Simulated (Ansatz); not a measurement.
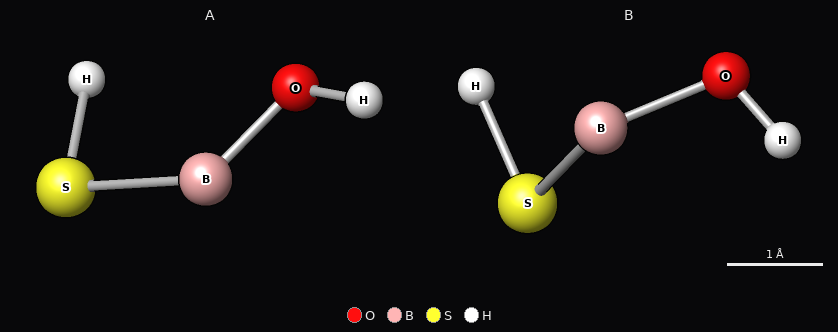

Two geometries of BH₂SO (multiplicity 2), drawn at one scale. One is the start of a relaxation, the other its converged end. Style: ball-and-stick. Shown at a tilt.

All numbers below come from Ansatz 0.2.0, UKS PBE-D4/def2-SVP. (collinear spin; force threshold 0.015 eV/Å; at most 40 steps)

Which one is relaxed?

Structure A is the relaxed one. The run prepares an end point of a later path (torsion) calculation, from a guessed geometry. The energy falls by 116.8 kJ/mol in 10 geometry steps. Largest force component: 3 eV/Å at the start, 0.0041 eV/Å at the end. The largest move after the best rigid fit is that of the B atom, 0.64 Å. By element the largest moves are B 0.64 Å, S 0.53 Å, H 0.48 Å, O 0.24 Å. Some distances before and after: B–O 1.435 → 1.352 Å, B–S 1.855 → 1.793 Å, H–S 1.422 → 1.375 Å, H–O 0.936 → 0.974 Å. Bond angles that change, for instance: O–B–S 118.2° → 125.6°, B–O–H 106.5° → 113.0°, B–S–H 93.0° → 97.7°. Groups turn about B–O by about 90°, B–S by about 90°.
